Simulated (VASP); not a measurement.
Band structure of Sr3SbN (space group Pm-3m). All values below come from r2SCAN meta-GGA, VASP's PBE PAW potentials (set 64) (plane waves; VASP 6.6.1).

Unless said otherwise, spin-orbit coupling is left out, though it shifts the bands of the heavy elements here.

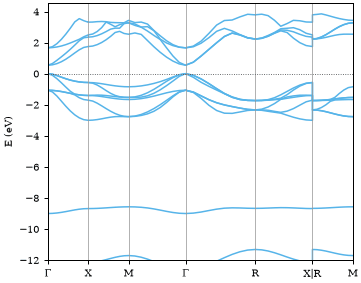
Bands along high-symmetry lines, zero at the valence-band maximum or, without a gap, the Fermi level

Task: Read the plot: is there a gap, and where are the band edges?

Result: The gap is direct, 0.54 eV, from the valence maximum at Γ to the conduction minimum at Γ.

The structure comes from a computed database's Sr3SbN entry (Pm-3m); how it stands against other phases isn't given here. It was relaxed first.
